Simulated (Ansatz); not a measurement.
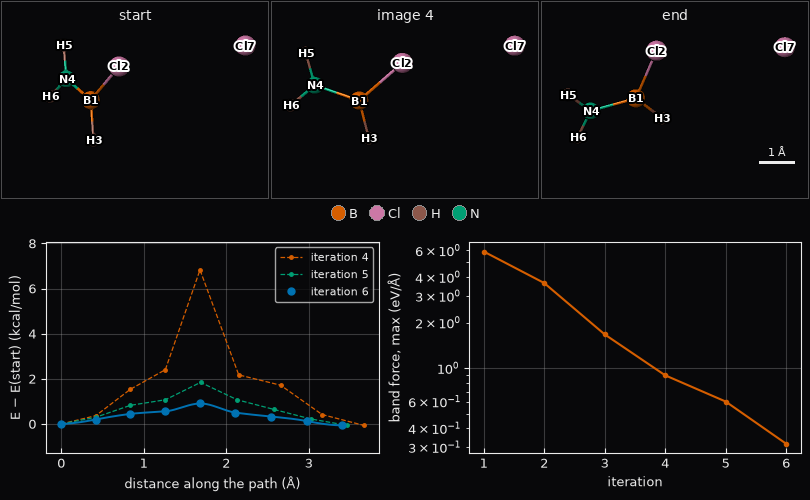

A nudged-elastic-band calculation for BNH3Cl2 (multiplicity 2), made up at the start of BNH$_{3}$Cl and Cl. Images are numbered from 0 (start) to 8 (end). The plot follows the band through its iterations. Style: ball-and-stick. Shown at a tilt.

These are results of UHF/6-31G* (Ansatz 0.2.0), not measurements. Set-up: 7 movable images; climbing image; force threshold 0.5 eV/Å; iteration limit 60; starting path through a guess of the saddle point.

### How did the profile develop, and is the result final?

The run met only a loose threshold, so the barrier can't be trusted yet. The band converged in 6 iterations. The largest component of the band force went from 5.9 to 0.32 eV/Å. The climbing image converged on the top of the path. Its curvatures weren't checked. The force threshold is so loose that the height of the top is at best an upper bound. The first iteration put the highest image at 75.23 kcal/mol. The highest point, image 4, lies 0.91 kcal/mol above the start and 0.97 kcal/mol above the end; the end is at −0.06 kcal/mol relative to the start.

Limits of the set-up: the start holds two separate molecules, 3.8 Å apart at their closest, whose relative position is a soft coordinate and is computed without a dispersion correction; Hartree-Fock leaves out electron correlation.

The run took 2.6 min on 1 thread of Arm Neoverse V1, with other jobs on the host, peak memory 0.23 GiB.
